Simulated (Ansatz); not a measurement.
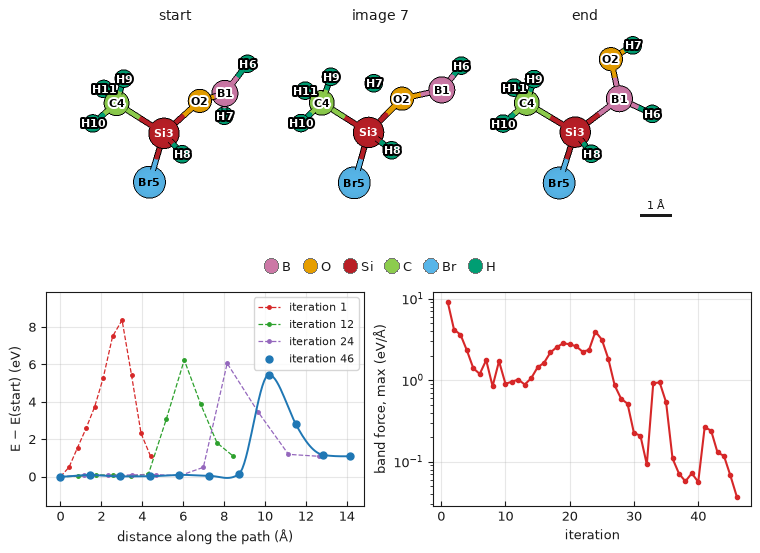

A search for the minimum-energy path of CH6BBrOSi by the nudged elastic band. Images are numbered from 0 (start) to 10 (end). The plot follows the band through its iterations. The picture is a ball-and-stick view, seen at a tilt.

Theory: RKS B3LYP/def2-SVP (Ansatz). Run with 9 movable images; climbing image; force threshold 0.05 eV/Å; iteration limit 60; starting path through a guess of the saddle point.

**How did the profile develop, and is the result final?**

The run is converged, with reservations. The band converged in 46 iterations. The largest component of the band force went from 9.2 to 0.037 eV/Å. The climbing image converged on the top of the path. Its vibrational analysis gives one imaginary mode (694i cm⁻¹), as a transition state must have. The first iteration put the highest image at 8.37 eV. The energy climbs by 5.45 eV to image 7 and then falls by 4.36 eV, so the end point sits at +1.09 eV.

Cost: 14 min on 2 threads of Intel(R) Xeon(R) 6975P-C (Granite Rapids), with other jobs on the host, peak memory 0.35 GiB.
